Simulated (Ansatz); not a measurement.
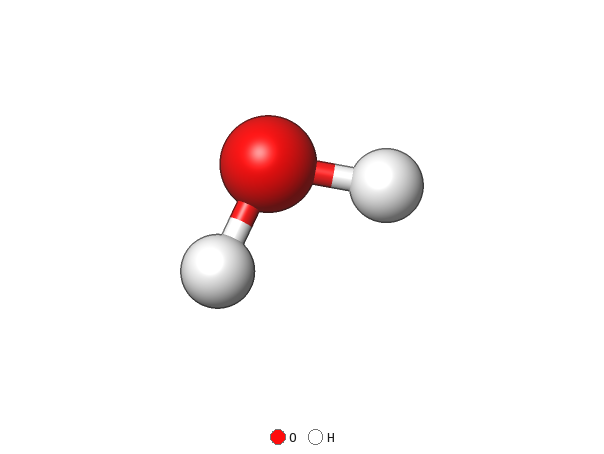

Every bond is drawn as one stick, whatever its order.

Question: What is the molecular formula?

Answer: H2O, 3 atoms: 2 hydrogen and 1 oxygen.

Question: How many bonds of each kind are drawn?

Answer: 2 O–H. Sticks follow a distance rule.

The parts below concern this one geometry. Atoms keep their numbers from picture to picture. Computed geometry: PBE0-D4/def2-TZVP optimisation.

## Geometry

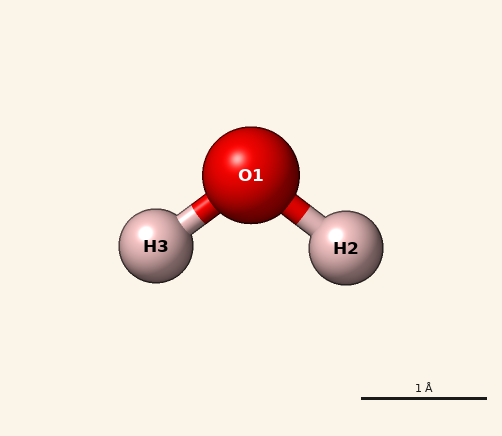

List the bonds and their lengths.

| bond | length (Å) |
| --- | --- |
| O1–H2 | 0.960 |
| O1–H3 | 0.960 |

## Vibrations

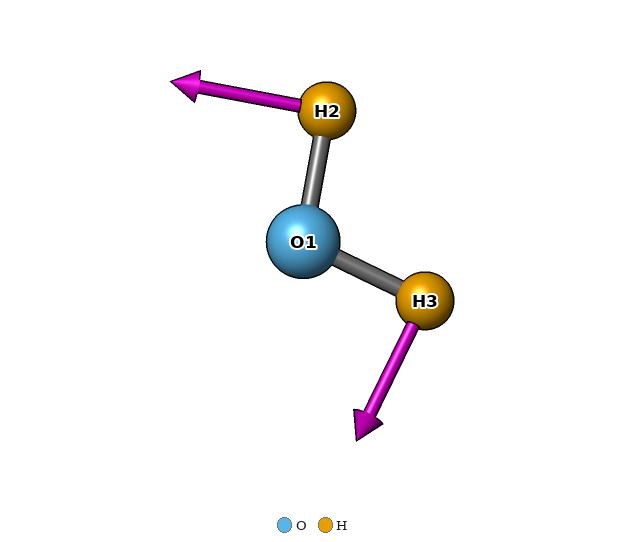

The arrows show one normal mode. Harmonic vibrations computed with RKS PBE0-D4/def2-TZVP (Ansatz 0.2.0) at a stationary point of the same level.

Question: Describe the motion.

Answer: Mostly H–O–H bending.

Question: At what wavenumber does it lie?

Answer: 1623 cm⁻¹; it is mode 1 of 3 counted from the lowest.

## Dipole moment

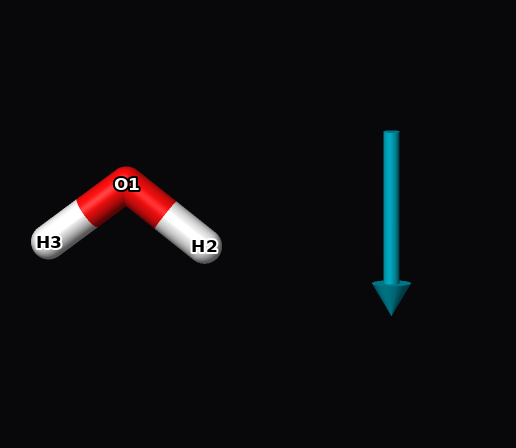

The arrow beside the molecule shows the direction of the dipole moment, from the negative to the positive end (its length means nothing). Level of theory: RKS PBE0-D4/def2-TZVP (Ansatz 0.2.0).

Question: Estimate the dipole moment.

Answer: 2.07 D; it points from the side of O1 to the side of H2, H3 (the outermost atoms at the two ends).

## Charges

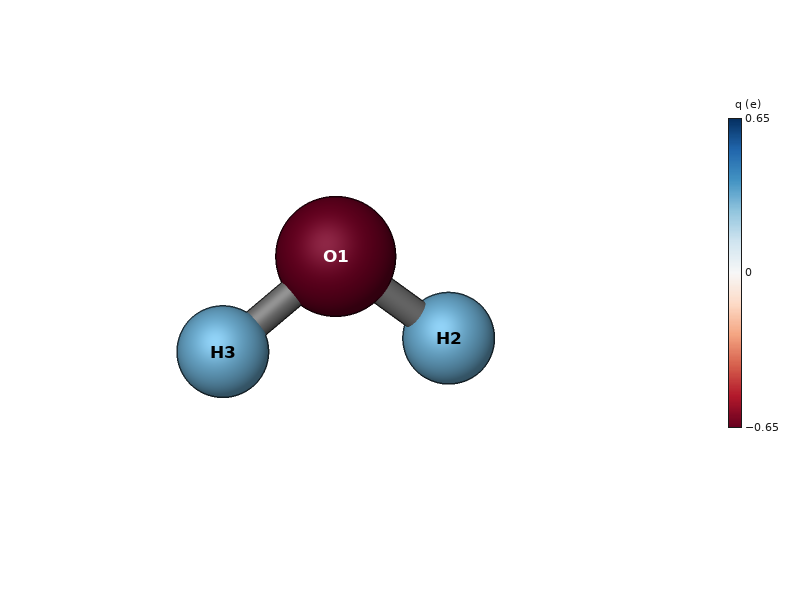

Atoms are coloured by their Mulliken charges. Level of theory: RKS PBE0-D4/def2-TZVP (Ansatz 0.2.0).

List the Mulliken charges.

```csv
atom,value (e)
O1,−0.65
H2,0.32
H3,0.32
```

## Electronic properties

Properties computed with RHF-CCSD(T), frozen core/def2-QZVPP (Ansatz 0.2.0).

Question: Give the T1 diagnostic at this level.

Answer: 0.008.

Mulliken values depend strongly on the basis set and can even reverse the polarity of a bond.
